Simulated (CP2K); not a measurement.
**GFN1-xTB run of ZnBHO**

What is the vertical electron affinity of ZnBHO at GFN1-xTB? 

Program for the calculation: CP2K 2026.2.

### Step 1. The system as given

The species is ZnBHO (4 atoms), meant as a singlet with charge 0. Geometry: a GFN2-xTB relaxation, a rough one for these elements and not checked as a minimum.

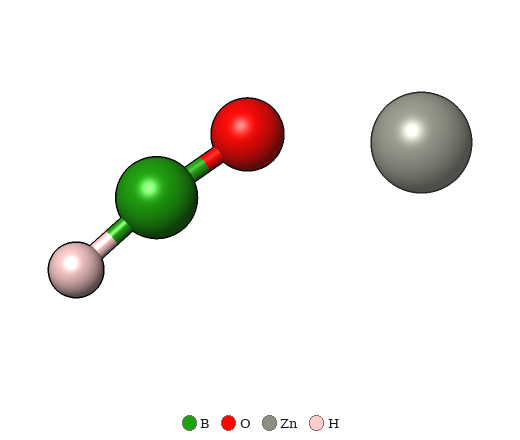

Viewed from a chosen angle; boron green, oxygen red, zinc grey, hydrogen pink.

### Step 2. Energy and gradient at GFN1-xTB

Input file gas.inp:

```
&GLOBAL
    PROJECT_NAME gas
    RUN_TYPE ENERGY_FORCE
    PRINT_LEVEL MEDIUM
&END

&FORCE_EVAL
    METHOD QS
    &DFT
        CHARGE 0
        MULTIPLICITY 1
        &QS
            METHOD XTB
            EPS_DEFAULT 1.0E-10
            &XTB
                GFN_TYPE TBLITE
                &TBLITE
                    METHOD GFN1
                &END
                CHECK_ATOMIC_CHARGES F
            &END
        &END
        &POISSON
            PERIODIC NONE
            POISSON_SOLVER ANALYTIC
        &END
        &SCF
            SCF_GUESS ATOMIC
            EPS_SCF 1.0E-06
            MAX_SCF 150
            ADDED_MOS 2
            &DIAGONALIZATION
                ALGORITHM STANDARD
            &END
            &MIXING
                METHOD DIRECT_P_MIXING
                ALPHA 0.4
            &END
            &SMEAR ON
                METHOD FERMI_DIRAC
                ELECTRONIC_TEMPERATURE [K] 300
            &END
        &END
        &PRINT
            &MOMENTS
                PERIODIC F
                REFERENCE COM
                MAX_MOMENT 1
            &END
            &MO ON
                ENERGIES T
                OCCUPATION_NUMBERS T
                NDIGITS 6
                &EACH
                    QS_SCF 0
                &END
                ADD_LAST NUMERIC
            &END
            &HIRSHFELD OFF
            &END
        &END
    &END
    &SUBSYS
        &CELL
            ABC [angstrom] 10.4 9.1 11.5
            PERIODIC NONE
        &END
        &COORD
            UNIT bohr
            B      0.8923476     0.2039959     1.3646090
            O     -0.3387145     1.0750463    -0.3246549
            Zn    -2.5583868    -0.3286234    -3.8623734
            H      2.0047538    -0.9504000     2.8224194
        &END
        &TOPOLOGY
            &CENTER_COORDINATES
            &END
        &END
    &END
    &PRINT
        &FORCES ON
        &END
    &END
&END
```

On the command line:

```console
OMP_NUM_THREADS=1 cp2k.psmp gas.inp > gas.out
```

Output:

```text
CP2K| version string:                                       CP2K version 2026.2
[...]
 GLOBAL| Method name                                                        CP2K
[...]
 GLOBAL| Run type                                                   ENERGY_FORCE
[...]
                             - Atoms:                                          4
[...]
                             - Spherical basis functions:                     14
[...]
 Number of electrons:                                                         12
[...]
  *** SCF run converged in    14 steps ***
[...]
  Fermi energy:                                                -0.25981923943138
[...]
 TB_DIPOLE| Moment [Debye]          1.89504577      -0.74636089       2.69911119
 TB_DIPOLE| Derivative [a.u.]       0.00000000       0.00000000       0.00000000
[...]
 ENERGY| Total FORCE_EVAL ( QS ) energy [hartree]             -7.500888441486509
 FORCES| Atomic forces [hartree/bohr]
 FORCES|   Atom     x               y               z               |f|
 FORCES|      1 -9.93182012E-03  8.50800966E-04 -1.48507372E-02   1.78860087E-02
 FORCES|      2  1.78001115E-02  2.55567387E-03  2.70377032E-02   3.24717236E-02
 FORCES|      3 -1.03661471E-02 -5.49579111E-03 -1.63479362E-02   2.01225183E-02
 FORCES|      4  2.49785574E-03  2.08931627E-03  4.16097014E-03   5.28376743E-03
 FORCES| Sum    -4.20670443E-17 -6.37510877E-17  1.14491749E-16
 FORCES| Total atomic force                                       1.37630658E-16
[...]
```

Wall time 1.1 s (1 thread of Intel Xeon Platinum 8259CL at 2.50GHz (Skylake/Cascade Lake), shared host); peak memory 0.19 GiB.

### Step 3. The doublet anion

Input file calc.inp:

```
&GLOBAL
  PROJECT calc
  RUN_TYPE ENERGY_FORCE
  PRINT_LEVEL MEDIUM
&END GLOBAL

&FORCE_EVAL
  METHOD Quickstep
  &DFT
    CHARGE -1
    MULTIPLICITY 2
    UNRESTRICTED_KOHN_SHAM T
    &QS
      METHOD XTB
      EPS_DEFAULT 1.0E-10
      &XTB
        GFN_TYPE TBLITE
        &TBLITE
          METHOD GFN1
        &END TBLITE
        CHECK_ATOMIC_CHARGES F
      &END XTB
    &END QS
    &POISSON
      PERIODIC NONE
      POISSON_SOLVER ANALYTIC
    &END POISSON
    &SCF
      SCF_GUESS ATOMIC
      EPS_SCF 1.0E-06
      MAX_SCF 150
      ADDED_MOS 2
      &DIAGONALIZATION
        ALGORITHM STANDARD
      &END DIAGONALIZATION
      &MIXING
        METHOD DIRECT_P_MIXING
        ALPHA 0.4
      &END MIXING
      &SMEAR ON
        METHOD FERMI_DIRAC
        ELECTRONIC_TEMPERATURE [K] 300
      &END SMEAR
    &END SCF
    &PRINT
      &MOMENTS
        PERIODIC F
        REFERENCE COM
        MAX_MOMENT 1
      &END MOMENTS
      &MO ON
        ENERGIES T
        OCCUPATION_NUMBERS T
        NDIGITS 6
        &EACH
          QS_SCF 0
        &END EACH
        ADD_LAST NUMERIC
      &END MO
      &HIRSHFELD OFF
      &END HIRSHFELD
    &END PRINT
  &END DFT
  &SUBSYS
    &CELL
      ABC 10.4 9.1 11.5
      PERIODIC NONE
    &END CELL
    &COORD
      UNIT bohr
      B      0.8923476     0.2039959     1.3646090
      O     -0.3387145     1.0750463    -0.3246549
      Zn    -2.5583868    -0.3286234    -3.8623734
      H      2.0047538    -0.9504000     2.8224194
    &END COORD
    &TOPOLOGY
      &CENTER_COORDINATES
      &END CENTER_COORDINATES
    &END TOPOLOGY
  &END SUBSYS
  &PRINT
    &FORCES ON
    &END FORCES
  &END PRINT
&END FORCE_EVAL
```

On the command line:

```console
OMP_NUM_THREADS=1 cp2k.psmp calc.inp > calc.out
```

Output:

```text
CP2K| version string:                                       CP2K version 2026.2
[...]
 GLOBAL| Method name                                                        CP2K
[...]
 GLOBAL| Run type                                                   ENERGY_FORCE
[...]
                             - Atoms:                                          4
[...]
                             - Spherical basis functions:                     14
[...]
 Number of electrons:                                                          7
[...]
  *** SCF run converged in    16 steps ***
[...]
  Fermi energy:                                                -0.11849524508902
[...]
 TB_DIPOLE| Moment [Debye]          3.84884540       0.37492946       5.79457214
 TB_DIPOLE| Derivative [a.u.]       0.00000000       0.00000000       0.00000000
[...]
 ENERGY| Total FORCE_EVAL ( QS ) energy [hartree]             -7.609205697149464
 FORCES| Atomic forces [hartree/bohr]
 FORCES|   Atom     x               y               z               |f|
 FORCES|      1 -1.10259602E-02  4.41336786E-04 -1.64341675E-02   1.97951619E-02
 FORCES|      2  2.08853875E-02  3.07262739E-03  3.16469499E-02   3.80416862E-02
 FORCES|      3 -1.30958061E-02 -6.38218107E-03 -2.05496182E-02   2.51896642E-02
 FORCES|      4  3.23637879E-03  2.86821690E-03  5.33683576E-03   6.86896148E-03
 FORCES| Sum    -1.16660154E-16 -2.29850861E-17 -6.93889390E-18
 FORCES| Total atomic force                                       1.19105222E-16
[...]
```

Run time: 1.1 s. Hardware: 1 thread of Intel Xeon Platinum 8259CL at 2.50GHz (Skylake/Cascade Lake), shared host; peak memory 0.19 GiB.

### Step 4. Summary of results

At GFN1-xTB:

| quantity | value |
| --- | --- |
| singlet ZnBHO: total energy | -7.50089 Eh |
| singlet ZnBHO: dipole moment (from atomic charges alone) | 3.38 D |
| singlet ZnBHO: HOMO energy | -10.28 eV |
| singlet ZnBHO: LUMO energy | -6.16 eV |
| singlet ZnBHO: HOMO–LUMO gap | 4.13 eV |
| singlet ZnBHO: largest force on an atom | 1.670 eV/Å |
| doublet anion: total energy | -7.60921 Eh |
| doublet anion: HOMO energy (highest over α and β) | -3.27 eV |
| doublet anion: LUMO energy (lowest over α and β) | -3.18 eV |
| doublet anion: largest force on an atom | 1.956 eV/Å |
| vertical electron affinity (to the doublet anion) | 2.947 eV |

At fixed nuclei the extra electron is bound by 2.95 eV (68 kcal/mol). The largest force (singlet ZnBHO) is 1.67 eV/Å: the shape isn't a stationary point for this species at this level. A minimal valence basis can't be trusted even for the sign of an electron affinity. No empirical shift is applied, and without it xTB methods put this difference several eV too high. The dipole (singlet ZnBHO) comes from point charges on the atoms alone, without atomic dipoles, so it is partial.
